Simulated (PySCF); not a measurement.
Vertical excitations of a molecule CH₅ClFNSi from TDA-PBE/def2-SVPD (PySCF), as energy in eV (oscillator strength): 6.27 (0.023), 7.01 (0.006), 7.26 (0.056), 7.32 (0.007), 7.42 (0.037), 7.80 (0.008), 8.05 (0.023), 8.16 (0.048), 8.20 (0.048), 8.33 (0.003). Lowest triplet (TDA): 6.00 eV. The structure is a stationary point at r2SCAN-D4/def2-SVP. One conformer was computed; it need not be the lowest.

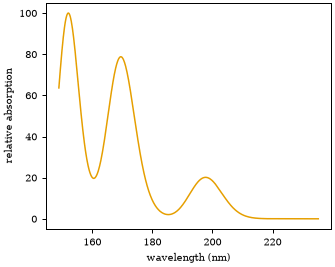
Figure. The lines broadened by 0.4 eV.

Task: Which structure fits?
A. N[Si@@H](Cl)CF
B. C[Si@@](N)(F)Cl
C. NC[Si@H](F)Cl
D. CN[Si@H](F)Cl

Result: B, C[Si@@](N)(F)Cl
